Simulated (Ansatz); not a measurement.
**CH2BLi (SMILES [Li][B]=C): density, localisation and related maps**

Input

```
crystal:
  periodic: [false, false, false]
  atoms:
    - {symbol: C, position_ang: [1.485588, -1.062768, 0.714136]}
    - {symbol: B, position_ang: [0.256974, -1.216594, 1.387167]}
    - {symbol: Li, position_ang: [-1.589618, -1.447870, 2.398706]}
    - {symbol: H, position_ang: [2.185686, -1.894474, 0.562602]}
    - {symbol: H, position_ang: [1.817617, -0.101875, 0.300285]}
basis:
  gaussian:
    orbitals: def2-TZVPD
hamiltonian:
  xc: pbe0
output:
  forces: true
  orbitals: {seedname: orbitals}
```

Run with:

```sh
ansatz run input.yaml --threads 1 --pin off --max-ram 2610MiB --events-out events.jsonl --progress --plain --runs-dir runs
```

Geometry: PBE0-D3(BJ)/def2-SVP.

All numbers below come from isolated molecule in a Gaussian basis; Kohn-Sham density functional theory, functional PBE0 in Ansatz.

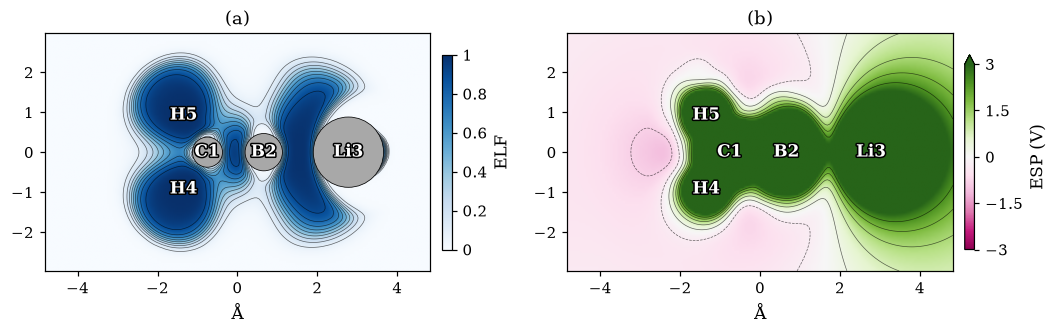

Figure 1. (a) ELF; (b) molecular electrostatic potential on the molecular plane. Grey discs cover the atomic cores in the ELF map.

### What do the fields say about this system?

- Atoms in the plane: C, B, Li and H.
- C–B (1.41 Å): the ELF peaks at about 0.95 between the atoms (localised, covalent bonding).
- Li–B (2.12 Å): the ELF peaks at about 1 in the valence shell of B, 0.9 Å from its nucleus, and is about 1 at the midpoint.
- C–H (1.10 Å): the ELF climbs to about 1 towards the hydrogen, as it does in any bond to H (a covalent bond by its length).
- Outside the dense part of the molecule the potential is most negative (−1.1 V) near C1.

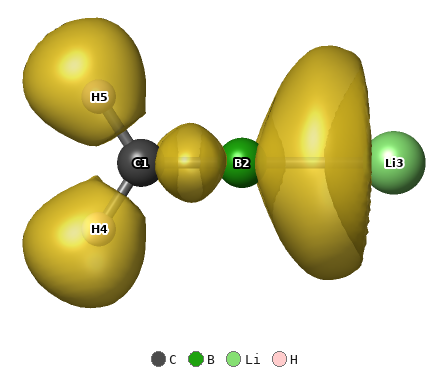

Figure 2. Isosurface of the electron localisation function at 0.8 (yellow), seen at a tilt. Core shells and regions of very low density are left out.

### Identify the bonds, lone pairs and shells in this picture.

At this value the surface marks out one region between bonded B–C atoms (shared pairs), two regions around hydrogen nuclei and one lobe of the valence shell of B pointing towards Li.

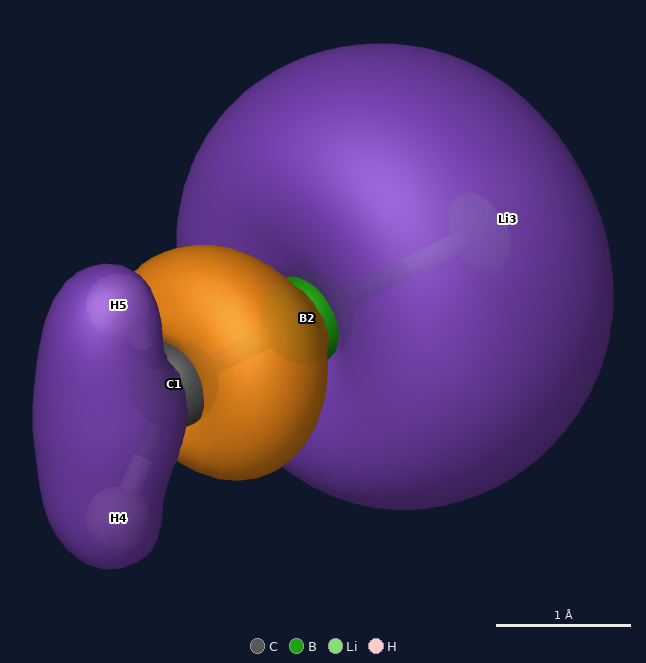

Figure 3. The HOMO−1 at ±0.08 Å⁻³ᐟ² (orange and purple are the two phases), seen at an oblique angle.

### What is the character of this orbital?

Its weight (Hirshfeld) is mainly on B2 (about 65 %), Li3 (about 20 %) and C1 (about 10 %); it is symmetric in the molecular plane (an in-plane orbital: σ, lone-pair or in-plane π type). Its energy is −6.12 eV.
